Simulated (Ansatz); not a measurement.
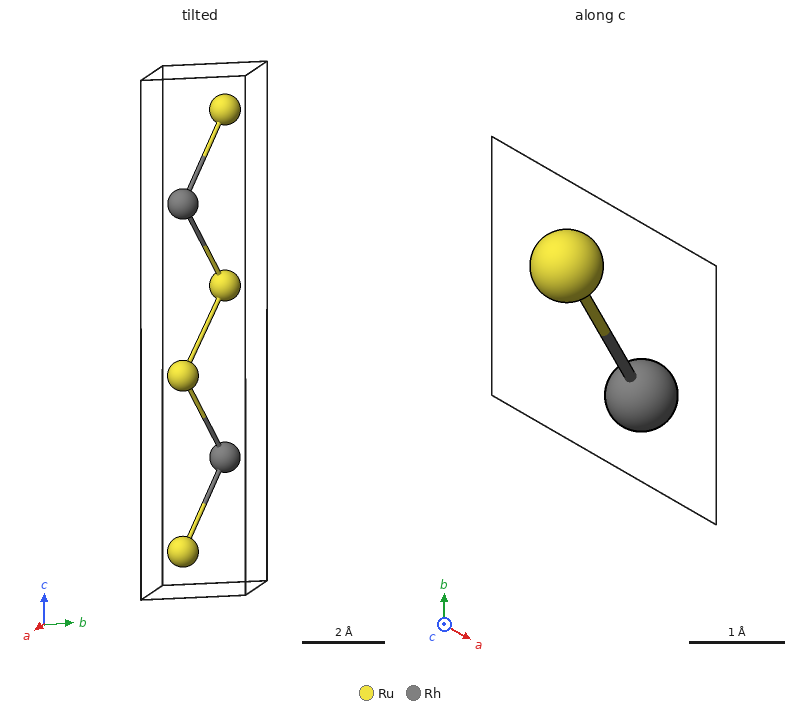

We look at a ball-and-stick model of the crystal slightly off an axis and along the c axis. The frame is the conventional unit cell; atoms at its boundary are shown with their periodic copies.

Ru₂Rh, space group P6_3/mmc (No. 194), a = 2.724 Å, b = 2.724 Å, c = 12.944 Å, α = 90.00°, β = 90.00°, γ = 120.00°. The initial geometry was a structure type filled with these elements by a generator (whether the compound takes this form wasn't checked). Earlier steps of the study, as a rule a relaxation of our own, may have changed the cell and positions, so they can lie some per cent off the listed ones. A calculation with Ansatz used it as input.

This one geometry was computed with Ansatz (DFT, plane waves, PAW) at three levels of theory: r2SCAN, LDA and PBE.

Question: Which level gives the highest pressure at this volume, and what does that say about its equilibrium volume?

Answer: Highest: PBE (0.0 GPa), which points to the largest equilibrium volume. Lowest, with the smallest volume: LDA (-16.4 GPa). Levels within 0.5 GPa of each other can't be told apart.

Question: How does the band gap change with the level of theory?

Answer: All levels give a metal.

Question: Collect the results in a table.

Answer:
| level | cutoff (eV) | k-mesh of the run's cell | gap (eV) | pressure (GPa) |
| --- | --- | --- | --- | --- |
| r2SCAN | 500 | 18×18×4 | metal | -6.5 |
| LDA | 420 | 18×18×4 | metal | -16.4 |
| PBE | 420 | 18×18×4 | metal | 0.0 |

Gaps are taken on the k-mesh or band path of each run.
